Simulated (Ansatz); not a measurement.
Ga4AsN3

Input

```
crystal:
  lattice:
    - [3.3630837484, 0.0, 0.0]
    - [-1.6815418742, 2.9125159611, 0.0]
    - [0.0, 0.0, 11.2529118311]
  atoms:
    - { symbol: "N", position: [0.6666666667, 0.3333333333, -0.0243353083] }
    - { symbol: "N", position: [0.6666666667, 0.3333333333, 0.5251590729] }
    - { symbol: "N", position: [0.3333333333, 0.6666666667, 0.7502623829] }
    - { symbol: As, position: [0.3333333333, 0.6666666667, 0.2438456563] }
    - { symbol: Ga, position: [0.6666666667, 0.3333333333, 0.80096421] }
    - { symbol: Ga, position: [0.6666666667, 0.3333333333, 0.3523751741] }
    - { symbol: Ga, position: [0.3333333333, 0.6666666667, 0.5762147709] }
    - { symbol: Ga, position: [0.3333333333, 0.6666666667, 0.0255140413] }
kpoints:
  mp_grid: { grid: [6, 6, 2] }
  band_path:
    path:
      - [0.0, 0.0, 0.0]
      - [0.5, 0.0, 0.0]
      - [0.3333333333, 0.3333333333, 0.0]
      - [0.0, 0.0, 0.5]
      - [0.5, 0.0, 0.5]
      - [0.3333333333, 0.3333333333, 0.5]
      - [0.0833333333, 0.0833333333, 0.0]
      - [0.0, 0.0, 0.15]
    npoints: 1
hamiltonian:
  xc: hse06
scf:
  occupations: { method: fermi_dirac, width: 0.02 }
  n_extra_bands: 6
output:
  forces: true
  stress: true
  eigenvalues: true
  write_density: true
  write_potential: true
  elf: true
  volumetric_format: npy
```

Command:

```sh
ansatz run input.yaml --threads 4 --pin off --max-ram 6451MiB --backend cpu --events-out ev --progress --plain --runs-dir out
```

Below, planes, directions and counts refer to the conventional cell (a = 3.36 Å, b = 3.36 Å, c = 11.25 Å, α = 90.00°, β = 90.00°, γ = 120.00°).

Space group P3m1; started from the ordered alloy on wurtzite lattice prototype, which need not be the ambient phase.

These are results of DFT, HSE06, plane waves, PAW in Ansatz, not measurements.

In a PAW calculation such maps are meaningful between the atoms, not at the nuclei.

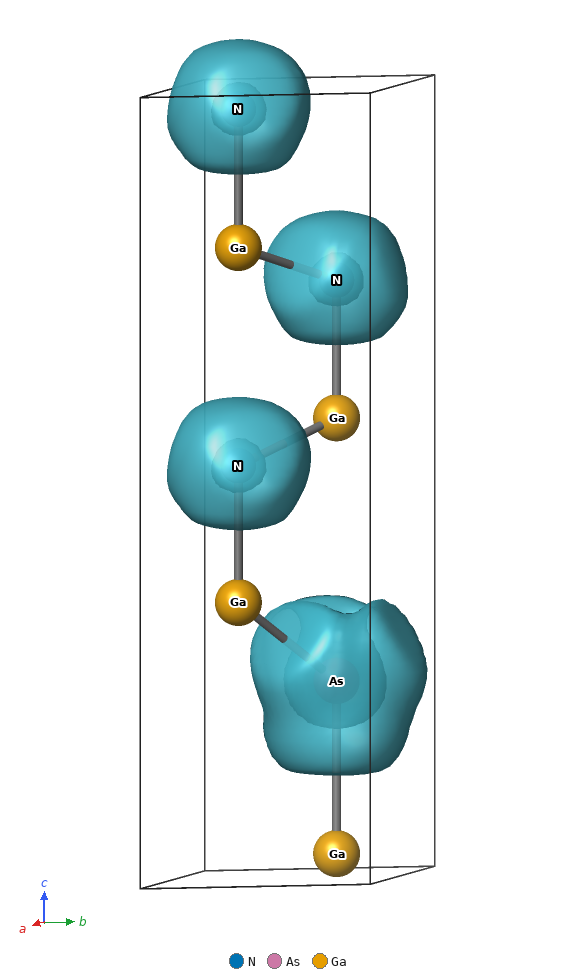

Figure 1. Isosurface of the electron localisation function at 0.6 (cyan), seen at an oblique angle. Only the valence region is drawn (cores and ρ < 0.01 e/Å³ removed). Sticks mark near contacts.

What do the ELF domains correspond to?

The surface consists of one region on As in which the atom's valence shell and bonds are merged and three regions wrapped around N (the valence shell of each), counted in one cell of 8 atoms. Regions shared between cells count once.


Ga–N (1.94 Å): the ELF peaks at about 0.85 in the valence shell of N, 0.7 Å from its nucleus, and is about 0.50 at the midpoint. Ga–As (2.29 Å): the ELF peaks at about 0.75 between the atoms (localised, covalent bonding).

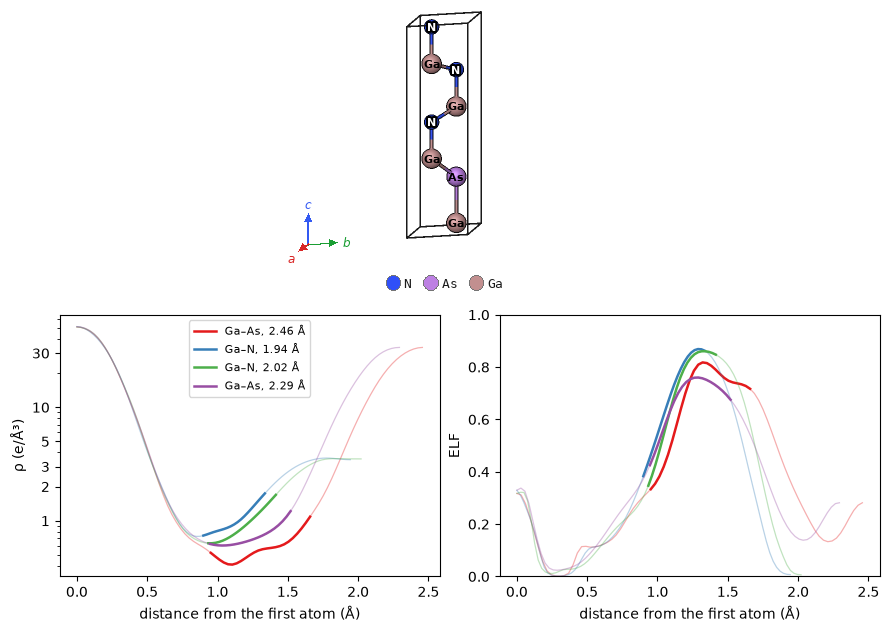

Figure 2. Valence electron density and electron localisation function along straight lines between neighbouring atoms. Thin, pale parts lie inside the atomic spheres. The structure is drawn too.

What can be read from the curves?

Ga–As (2.46 Å): ρ at the midpoint is about 0.5 e/Å³, with its minimum of 0.41 e/Å³ about 1.1 Å from Ga; the ELF peaks at about 0.80 between the atoms: a shared electron pair.
Ga–N (1.94 Å): the density is about 0.79 e/Å³ at the midpoint; the ELF peaks at about 0.85 in the valence shell of N, 0.7 Å from its nucleus, and is about 0.50 at the midpoint.
Ga–N (2.02 Å): ρ at the midpoint is about 0.65 e/Å³; the ELF peaks at about 0.85 in the valence shell of N, 0.7 Å from its nucleus, and is about 0.45 at the midpoint.
Ga–As (2.29 Å): ρ at the midpoint is about 0.63 e/Å³; the ELF peaks at about 0.75 between the atoms; localised, covalent bonding.
